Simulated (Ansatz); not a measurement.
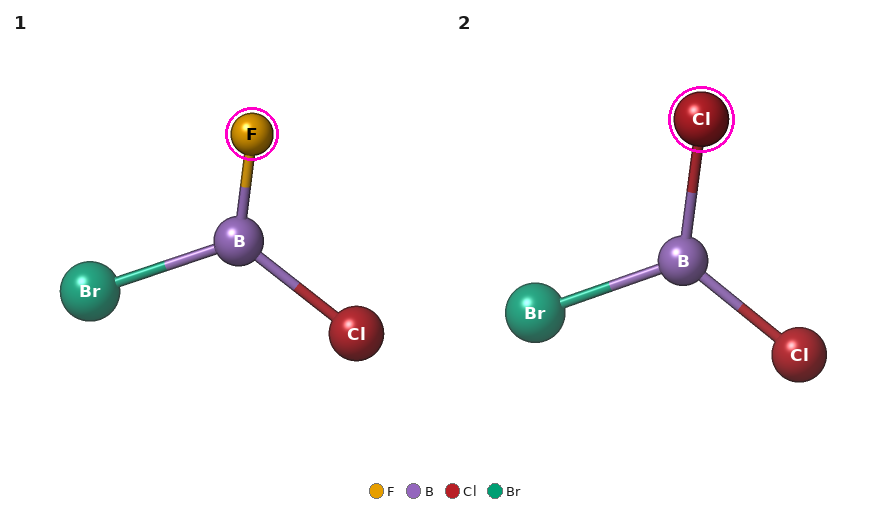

2 molecules with one skeleton, seen from the same side and at one scale; the atom that differs is circled. Each species is neutral and a spin singlet. Computed geometries: PBE0-D4/def2-TZVP optimisations, one conformation each. Properties computed with Ansatz 0.2.0.

One atom differs, called X below: F in panel 1, Cl in panel 2. Their formulas are BBrClF (`FB(Cl)Br`), BBrCl2 (`ClB(Cl)Br`).

In which is the HOMO–LUMO gap larger (PBE-D4/def2-TZVPP)?

In panel 1 (X = F).

In which is the harmonic zero-point energy higher (PBE0-D4/def2-TZVP)?

In panel 1 (X = F).

Give the values. With PBE0-D4/def2-TZVP: length of X–B (Å), angle X–B–Br (°), harmonic zero-point energy (kJ/mol). With PBE-D4/def2-TZVPP: dipole moment (D), HOMO energy (Kohn–Sham orbital) (eV), HOMO–LUMO gap (eV).

```tsv
quantity	1 (F)	2 (Cl)	2 − 1
length of X–B (Å)	1.309	1.735	+0.426
angle X–B–Br (°)	119.0	119.9	+0.9
dipole moment (D)	0.27	0.03	−0.24
HOMO energy (Kohn–Sham orbital) (eV)	−7.51	−7.31	+0.20
HOMO–LUMO gap (eV)	5.36	4.59	−0.77
harmonic zero-point energy (kJ/mol)	22.9	18.8	−4.1
```
